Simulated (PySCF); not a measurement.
# HF-D3(0)/6-31G(d) (Cartesian functions, C-PCM water) run of H2S (hydrogen sulfide)

Aim: localised orbitals of H2S (hydrogen sulfide). 

Program for the calculation: PySCF 2.14.0.

6 further runs of the same task are left out: 3 that didn't finish, 3 set aside as unsound or not needed.

### Step 1. Starting point

H2S: 3 atoms, total charge 0, spin state singlet. SMILES: `S`. The shape is that of a PBE0-D4/def2-TZVP optimisation.

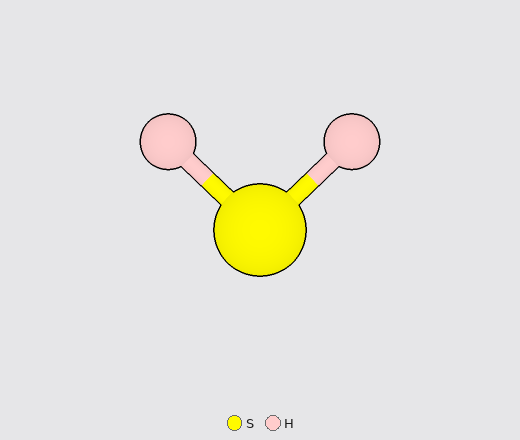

The structure, seen from a chosen angle (sulfur yellow, hydrogen pink).

### Step 2. Localised orbitals at HF-D3(0)/6-31G(d) (Cartesian functions, C-PCM water)

File run.py:

```python
import numpy
from pyscf import gto, scf, lo, solvent

mol = gto.M(
    atom='''
S      0.936359    -0.530257     0.460904
H      0.185004     1.885380     0.306892
H     -1.121363    -1.355123    -0.767796
''',
    max_memory=1860,
    verbose=4,
    unit='bohr',
    basis='6-31g*',
    cart=True,
)

calc0 = scf.RHF(mol)
calc0 = calc0.PCM()
calc0.with_solvent.method = 'C-PCM'
calc0.with_solvent.eps = 78.3553
calc0.disp = 'd3zero'
calc0.damp = 0.6
calc0.diis_start_cycle = 3
calc0.kernel()

e_tot = calc0.e_tot
print(f'total energy: {e_tot:.8f} hartree')
occ = calc0.mo_coeff[:, 5:mol.nelec[0]]
loc = lo.cholesky_mos(occ)
r1 = numpy.einsum('xij,ip,jp->px', mol.intor('int1e_r'), loc, loc)
spread = numpy.einsum('ij,ip,jp->p', mol.intor('int1e_r2'), loc, loc) - (r1 ** 2).sum(1)
centres = r1 * 0.529177
print('orbital  centre (A)  spread (bohr^2)')
for i, (c, s) in enumerate(zip(centres, spread), 1):
    print('%3d %9.4f %9.4f %9.4f %9.4f' % (i, *c, s))
```

Started as:

```sh
$ OMP_NUM_THREADS=1 python run.py
```

Standard output:

```text
PySCF version 2.14.0

[INPUT] num. atoms = 3
[INPUT] num. electrons = 18
[INPUT] charge = 0
[INPUT] spin (= nelec alpha-beta = 2S) = 0
[INPUT] symmetry False subgroup None
[INPUT] Mole.unit = bohr
[INPUT] Cartesian GTO integrals (6d 10f)
[INPUT] Symbol           X                Y                Z      unit          X                Y                Z       unit  Magmom
[INPUT]  1 S      0.495499844040  -0.280599920331   0.243899893222 AA    0.936359000000  -0.530257000000   0.460904000000 Bohr   0.0
[INPUT]  2 H      0.097899900729   0.997700129924   0.162400252614 AA    0.185004000000   1.885380000000   0.306892000000 Bohr   0.0
[INPUT]  3 H     -0.593399744769  -0.717100209594  -0.406300145836 AA   -1.121363000000  -1.355123000000  -0.767796000000 Bohr   0.0

nuclear repulsion = 12.8990804391832
number of shells = 12
number of NR pGTOs = 60
number of NR cGTOs = 23
basis = 6-31g*
ecp = {}

******** <class 'pyscf.solvent._attach_solvent.PCMRHF'> ********
method = PCMRHF
initial guess = minao
damping factor = 0.6
level_shift factor = 0
DIIS = <class 'pyscf.scf.diis.CDIIS'>
diis_start_cycle = 3
diis_space = 8
diis_damp = 0
SCF conv_tol = 1e-09
SCF conv_tol_grad = None
SCF max_cycles = 50
direct_scf = True
direct_scf_tol = 1e-13
******** <class 'pyscf.solvent.pcm.PCM'> (In testing) ********

WARN: PCM is an experimental feature. It is still in testing.
Features and APIs may be changed in the future.

lebedev_order = 29 (302 grids per sphere)
eps = 78.3553
frozen = False
Set gradient conv threshold to 3.16228e-05
Initial guess from minao.
PCM E_diel = -0.000164426796524683
Solvent Energy = -0.000164426796524683
Calc dispersion correction with DFTD3.
Parameters: xc=hf, version=d3zero, atm=False
init E= -398.50022990427
  HOMO = -0.306714720154618  LUMO = 0.106728554260988  gap/eV = 11.25036
PCM E_diel = -0.0112876100833385
Solvent Energy = -0.0112876100833385
cycle= 1 E= -398.657532963942  delta_E= -0.157  |g|= 0.175  |ddm|= 1.36
  HOMO = -0.334491647071676  LUMO = 0.13339214810808  gap/eV = 12.73177
PCM E_diel = -0.00920737419626826
Solvent Energy = -0.00920737419626826
cycle= 2 E= -398.666134737983  delta_E= -0.0086  |g|= 0.108  |ddm|= 0.107
  HOMO = -0.380344569188201  LUMO = 0.172985349575309  gap/eV = 15.05687
PCM E_diel = -0.00690142088004722
Solvent Energy = -0.00690142088004722
cycle= 3 E= -398.672015600324  delta_E= -0.00588  |g|= 0.0303  |ddm|= 0.161
  HOMO = -0.384097866253542  LUMO = 0.174124252535229  gap/eV = 15.19000
PCM E_diel = -0.00667661743225885
Solvent Energy = -0.00667661743225885
cycle= 4 E= -398.672508024016  delta_E= -0.000492  |g|= 0.00969  |ddm|= 0.0524
  HOMO = -0.382600639983322  LUMO = 0.176421711155516  gap/eV = 15.21177
PCM E_diel = -0.00647250650397473
Solvent Energy = -0.00647250650397473
cycle= 5 E= -398.672578998819  delta_E= -7.1e-05  |g|= 0.00215  |ddm|= 0.0272
  HOMO = -0.383412681122896  LUMO = 0.176126094057415  gap/eV = 15.22583
PCM E_diel = -0.0064354669194737
Solvent Energy = -0.0064354669194737
cycle= 6 E= -398.672581866113  delta_E= -2.87e-06  |g|= 0.000373  |ddm|= 0.00634
  HOMO = -0.383344894044871  LUMO = 0.176167538835364  gap/eV = 15.22511
PCM E_diel = -0.00642371408216692
Solvent Energy = -0.00642371408216692
cycle= 7 E= -398.672581967632  delta_E= -1.02e-07  |g|= 9.62e-05  |ddm|= 0.00105
  HOMO = -0.383374825816861  LUMO = 0.176155323871503  gap/eV = 15.22559
PCM E_diel = -0.00642005456882055
Solvent Energy = -0.00642005456882055
cycle= 8 E= -398.672581975091  delta_E= -7.46e-09  |g|= 1.66e-05  |ddm|= 0.000321
  HOMO = -0.383374266627018  LUMO = 0.176157723916345  gap/eV = 15.22564
PCM E_diel = -0.00641933604823555
Solvent Energy = -0.00641933604823555
cycle= 9 E= -398.672581975321  delta_E= -2.3e-10  |g|= 2.52e-06  |ddm|= 5.42e-05
  HOMO = -0.383374470070179  LUMO = 0.176157582381521  gap/eV = 15.22564
PCM E_diel = -0.00641929747604407
Solvent Energy = -0.00641929747604407
Extra cycle  E= -398.672581975326  delta_E= -4.83e-12  |g|= 9.26e-07  |ddm|= 4.95e-06
converged SCF energy = -398.672581975326
total energy: -398.67258198 hartree
orbital  centre (A)  spread (bohr^2)
  1    0.6625   -0.3752    0.3261    3.5064
  2    0.4066   -0.3074    0.1692    5.4632
  3    0.0817   -0.3697    0.0300    5.0872
  4    0.2365    0.2666    0.1576    4.8042
```

Wall time 2 s (1 thread of Intel Xeon Platinum 8488C (Sapphire Rapids), shared host); peak memory 0.14 GiB.

### Step 3. What came out

Level: HF-D3(0)/6-31G* (Cartesian functions, C-PCM water).

| quantity | value |
| --- | --- |
| total energy | -398.67258 Eh |
| dipole moment | 1.78 D |
| HOMO energy | -10.43 eV |
| LUMO energy | 4.79 eV |
| HOMO–LUMO gap | 15.23 eV |
| dispersion energy | -0.15 kJ/mol |
| solvent term in the energy | -16.9 kJ/mol |

What this shows: Mulliken charges run from -0.32 on S1 to +0.16 on H2; they depend strongly on the basis.
